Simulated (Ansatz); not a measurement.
# Calculations on C₂H₅BSi

**1. Relaxation**

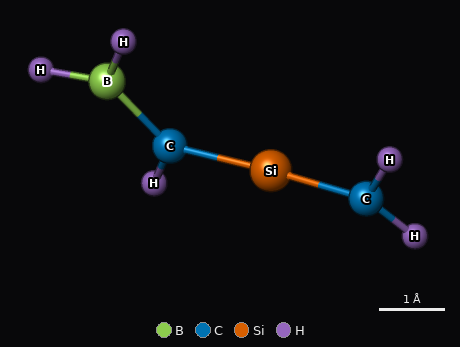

This is the input geometry for a relaxation of C2H5BSi. Style: ball-and-stick. Shown from a free direction.

The run prepares an end point of a later path (torsion) calculation, from a guessed geometry.

Theory: RKS B3LYP-D4/def2-SVP in Ansatz.

Input file:
```yaml
crystal:
  periodic: [false, false, false]
  atoms:
    - { symbol: B, position_ang: [-0.26294, 1.81712, -1.01678] }
    - { symbol: C, position_ang: [0.35441, 0.44715, -1.02532] }
    - { symbol: Si, position_ang: [0.18348, -0.73782, 0.29323] }
    - { symbol: C, position_ang: [-0.11296, -1.91781, 1.55848] }
    - { symbol: H, position_ang: [-0.11793, 2.53259, -1.93782] }
    - { symbol: H, position_ang: [-0.89004, 2.18816, -0.08801] }
    - { symbol: H, position_ang: [0.92127, 0.10245, -1.88933] }
    - { symbol: H, position_ang: [-0.56044, -1.61466, 2.49418] }
    - { symbol: H, position_ang: [0.48514, -2.81719, 1.61137] }
basis:
  gaussian: { orbitals: def2-SVP }
hamiltonian:
  xc: b3lyp
  dispersion: d4
relax:
  f_tol: 0.015
  max_steps: 40
output:
  orbitals: {}
```

Launched with:
```bash
ansatz run input.yaml --threads 1 --pin off --max-ram 2048MiB --backend cpu --events-out ev --progress --plain --runs-dir out
```

> What does the optimiser find from here?

The largest move after the best rigid fit is that of H9, 1.20 Å. By element the largest moves are H 1.20 Å, C 0.24 Å, B 0.20 Å, Si 0.14 Å. Near-neighbour distances that change, for instance: Si3–C4 1.755 → 1.691 Å, C2–Si3 1.781 → 1.721 Å, B1–H5 1.175 → 1.209 Å, C4–H8 1.081 → 1.093 Å. Among the angles between lasting bonds that change: B1–C2–Si3 124.3° → 113.5°, Si3–C2–H7 115.3° → 121.0°, B1–C2–H7 120.4° → 125.5°. Over 11 accepted moves (13 points after the start) the energy falls by 0.847 eV. The largest force component goes from 1.5 to 0.0066 eV/Å. The line search rejected the trial steps at points 8, 11 of the run. The run took 34 s on 1 thread of AMD EPYC 7R13 Processor (Zen 3) (shared host), peak memory 0.18 GiB.

History of the run:

```
step  E − E(0), eV  largest force component, eV/Å      note
   0        0.0000                         1.5453          
   1       -0.1945                         0.8510          
   2       -0.3145                         1.2755          
   3       -0.4961                         1.0618          
   4       -0.6579                         0.8427          
   5       -0.7745                         0.6041          
   6       -0.8312                         0.1831          
   7       -0.8437                         0.0898          
   8       -0.8381                         0.2296  rejected
   9       -0.8456                         0.0539          
  10       -0.8466                         0.0526          
  11       -0.8428                         0.0927  rejected
  12       -0.8470                         0.0653          
  13       -0.8473                         0.0066
```

The structure at the end:

```xyz
9

B    -0.1430    1.7243   -0.8829
C     0.2549    0.2966   -1.1872
Si    0.1228   -0.7561    0.1674
C    -0.0377   -1.7233    1.5456
H    -0.0945    2.5779   -1.7379
H    -0.5167    2.0329    0.2281
H     0.6032   -0.0725   -2.1559
H    -0.9772   -2.2350    1.7710
H     0.7881   -1.8448    2.2518
```

The end point in the same view:

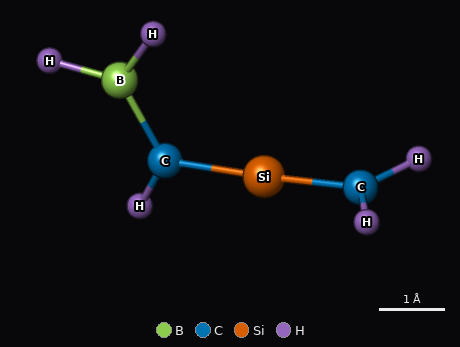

**2. Relaxation**

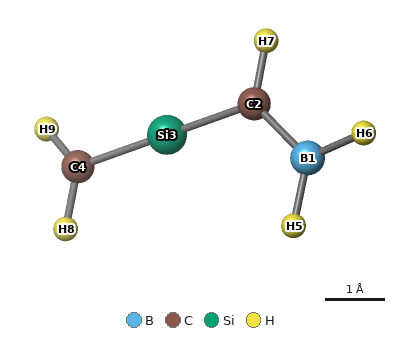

This is the input geometry for a relaxation of C$_{2}$H$_{5}$BSi. A ball-and-stick model, seen at a tilt.

The run prepares an end point of a later path (torsion) calculation, from a guessed geometry.

These are results of RKS B3LYP-D4/def2-SVP in Ansatz, not measurements.

The input:
```yaml
crystal:
  periodic: [false, false, false]
  atoms:
    - { symbol: B, position_ang: [-0.26294, 1.81712, -1.01678] }
    - { symbol: C, position_ang: [0.35441, 0.44715, -1.02532] }
    - { symbol: Si, position_ang: [1.34916, -0.19602, -2.35527] }
    - { symbol: C, position_ang: [2.42356, -0.74243, -3.63128] }
    - { symbol: H, position_ang: [-0.11793, 2.53259, -1.93782] }
    - { symbol: H, position_ang: [-0.89004, 2.18816, -0.08801] }
    - { symbol: H, position_ang: [0.24116, -0.21476, -0.16758] }
    - { symbol: H, position_ang: [2.48852, -0.19672, -4.56169] }
    - { symbol: H, position_ang: [2.70085, -1.78564, -3.69628] }
basis:
  gaussian: { orbitals: def2-SVP }
hamiltonian:
  xc: b3lyp
  dispersion: d4
relax:
  f_tol: 0.015
  max_steps: 40
```

Launched with:
```bash
ansatz run input.yaml --threads 1 --pin off --max-ram 2048MiB --backend cpu --events-out ev --progress --plain --runs-dir out
```

**What does the optimiser find from here?**

After 14 accepted moves (15 points after the start) the energy has fallen by 0.850 eV. The largest force component goes from 1.6 to 0.0046 eV/Å. The line search rejected the trial step at point 9 of the run. H9 moves most after the best rigid fit: 1.21 Å. By element the largest moves are H 1.21 Å, C 0.24 Å, B 0.20 Å, Si 0.14 Å. Among the contacts that change: Si3–C4 1.755 → 1.691 Å, C2–Si3 1.781 → 1.721 Å, B1–H5 1.175 → 1.212 Å, C4–H8 1.081 → 1.093 Å. Among the angles between lasting bonds that change: B1–C2–Si3 124.3° → 113.4°, Si3–C2–H7 115.3° → 121.1°, B1–C2–H7 120.4° → 125.5°.

Step by step:

```json
{"step": "0", "E − E(0), eV": "0.0000", "largest force component, eV/Å": "1.5600", "note": ""}
{"step": "1", "E − E(0), eV": "-0.1981", "largest force component, eV/Å": "0.9137", "note": ""}
{"step": "2", "E − E(0), eV": "-0.3179", "largest force component, eV/Å": "1.2511", "note": ""}
{"step": "3", "E − E(0), eV": "-0.4976", "largest force component, eV/Å": "1.0579", "note": ""}
{"step": "4", "E − E(0), eV": "-0.6260", "largest force component, eV/Å": "0.8467", "note": ""}
{"step": "5", "E − E(0), eV": "-0.6940", "largest force component, eV/Å": "0.8574", "note": ""}
{"step": "6", "E − E(0), eV": "-0.8215", "largest force component, eV/Å": "0.2883", "note": ""}
{"step": "7", "E − E(0), eV": "-0.8440", "largest force component, eV/Å": "0.0416", "note": ""}
{"step": "8", "E − E(0), eV": "-0.8463", "largest force component, eV/Å": "0.1001", "note": ""}
{"step": "9", "E − E(0), eV": "-0.8463", "largest force component, eV/Å": "0.1145", "note": "rejected"}
{"step": "10", "E − E(0), eV": "-0.8486", "largest force component, eV/Å": "0.0298", "note": ""}
{"step": "11", "E − E(0), eV": "-0.8496", "largest force component, eV/Å": "0.0174", "note": ""}
{"step": "12", "E − E(0), eV": "-0.8497", "largest force component, eV/Å": "0.0268", "note": ""}
{"step": "13", "E − E(0), eV": "-0.8500", "largest force component, eV/Å": "0.0304", "note": ""}
{"step": "14", "E − E(0), eV": "-0.8503", "largest force component, eV/Å": "0.0211", "note": ""}
{"step": "15", "E − E(0), eV": "-0.8503", "largest force component, eV/Å": "0.0046", "note": ""}
```

Final geometry:

```xyz
9

B    -0.2707    1.6685   -1.1528
C     0.5319    0.4188   -0.8643
Si    1.4052   -0.1637   -2.2277
C     2.2288   -0.6700   -3.6156
H    -0.2584    2.1603   -2.2607
H    -0.9331    2.1952   -0.2889
H     0.5819   -0.0955    0.0996
H     3.2346   -0.3059   -3.8413
H     1.7667   -1.3583   -4.3283
```

The end point in the same view:

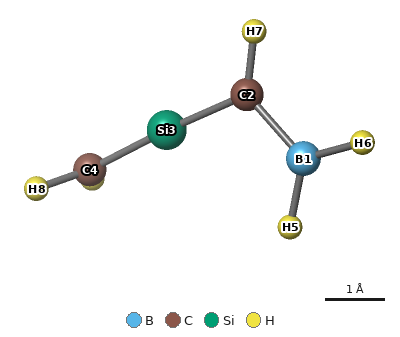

**3. Path**

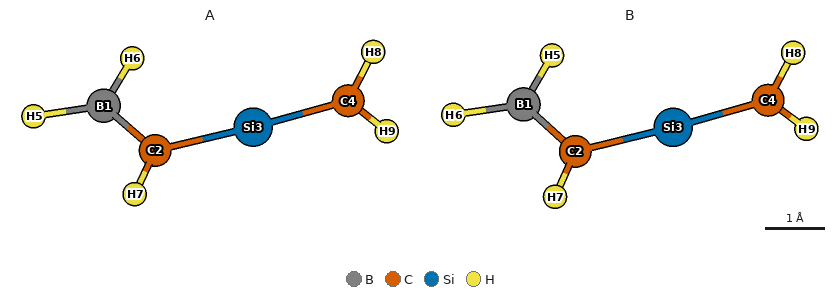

The two relaxed end points of a path for C2H5BSi. A ball-and-stick model, seen from a free direction.

The calculation used RKS B3LYP-D4/def2-SVP (Ansatz).

Set-up: 5 movable images; climbing image; force threshold 0.05 eV/Å; iteration limit 60.

Start:
```xyz
9

B    -0.1121    1.7320   -0.8723
C     0.2126    0.2903   -1.1970
Si    0.0992   -0.7611    0.1603
C    -0.0380   -1.7261    1.5425
H    -0.0676    2.5861   -1.7270
H    -0.4219    2.0515    0.2552
H     0.5010   -0.0891   -2.1813
H    -0.9865   -2.1997    1.8096
H     0.8133   -1.8838    2.2101
```

End:
```xyz
9

B    -0.1111    1.7316   -0.8714
C     0.2139    0.2905   -1.1979
Si    0.0975   -0.7617    0.1587
C    -0.0377   -1.7255    1.5420
H    -0.4146    2.0485    0.2586
H    -0.0749    2.5862   -1.7263
H     0.4977   -0.0890   -2.1836
H    -0.9854   -2.1994    1.8112
H     0.8146   -1.8811    2.2088
```

Predict the minimum-energy path and its barrier.

Answer. The barrier is about 17.4 kcal/mol in both directions, with image 3 at the top; the ends have the same energy. The motion is a rotation about the B1–C2 bond by about 180°. No bond forms or breaks between the ends. Among the angles between lasting bonds that change up to the highest image: B1–C2–Si3 113.5° → 130.3°, B1–C2–H7 125.5° → 115.7°. The band converged in 23 iterations. The largest component of the band force went from 28 to 0.038 eV/Å. The climbing image converged on the top of the path. Its vibrational analysis gives one imaginary mode (623i cm⁻¹), as a transition state must have.

Energies of the converged images:

| image | path (Å) | E (kcal/mol) |
| --- | --- | --- |
| 0 | 0.00 | 0.0 |
| 1 | 0.84 | 1.6 |
| 2 | 1.68 | 8.7 |
| 3 | 2.52 | 17.4 |
| 4 | 3.33 | 8.7 |
| 5 | 4.14 | 1.5 |
| 6 | 4.96 | 0.0 |

The geometry at the top of the path:

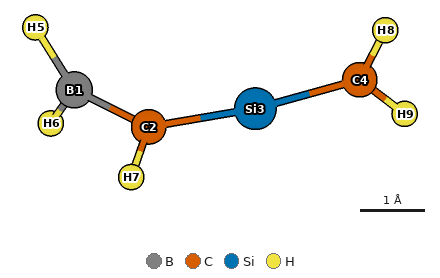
